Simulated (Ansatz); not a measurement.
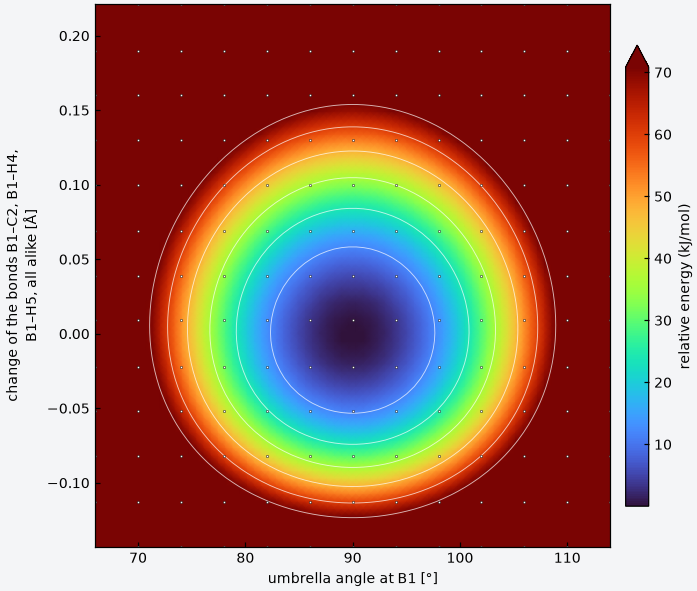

CH₃BF, SMILES B[CH]F, spin multiplicity 2. Coordinates scanned: (1) umbrella angle at B1 (between each of its bonds and their common axis; 90 is planar); (2) change of the bonds B1–C2, B1–H4, B1–H5, all alike. Nothing is relaxed (all other coordinates rigid). The grid has 13 × 13 points; 91 points were computed and 78 follow by symmetry. Points are written as (first, second). Energies: kJ/mol, counted from the relaxed molecule at the same level. Level of theory: Ansatz, UKS PBE0-D4/def2-TZVP.

The picture shows a smooth colour map with a few white contour lines, dots at the grid points, one colour for all values above the top of the scale. Between grid points the surface is interpolated.

Q: Estimate the position of the minimum and the force constants in these coordinates.

A: The interpolated minimum is at the first coordinate ≈ 90.0°, the second coordinate ≈ 0.000 Å. The curvatures there are about 14 eV/rad² and 80 eV/Å², with a cross term of about 0 eV/(rad·Å). Round the minimum the two coordinates are nearly uncoupled. (1 eV is 96.5 kJ/mol.)
